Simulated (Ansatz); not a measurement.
Partial pair distribution functions of a relaxed model of amorphous hafnium silicate (Si24O50Hf), broadened by 0.06 Å; density 2.49 g/cm³. Computed with PBE, scalar-relativistic without spin-orbit coupling (plane waves to 420 eV, PAW; Ansatz, a program for electronic structure).

A CHGNet melt-quench gave the starting glass, which DFT then relaxed. O atoms were pushed apart under 1.9 Å during the dynamics, to hinder bonds among them. The hot cell started wider than the set density and was brought back towards it in steps. It is the lowest in DFT energy of 2 quenches. It is a model cell: composition and starting density were chosen by hand, and all elements were melted together. No dispersion term was used. Its density started from a set value of 2.44 and ended at 2.49 g/cm³. Cooling (nominally 480 K/ps over its main leg) ran many orders faster than in experiment, which tends to leave more defects and strain. Values belong to this one cell and scatter from quench to quench. The volume was free in the relaxation, at fixed shape. Stress components on the final sampling reach 2.0 GPa.

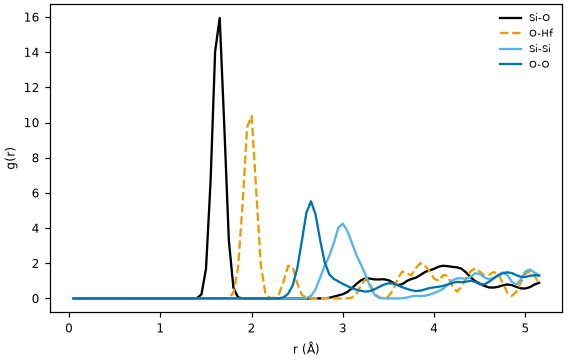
Partial pair distribution functions

Highest peaks under 4.5 Å: Si-O near 1.65 Å, O-Hf near 2.00 Å, Si-Si near 3.00 Å, O-O near 2.65 Å; pairs of few atoms are noisy.

Within 1.90 Å each Si has 4.00 O neighbours on average.
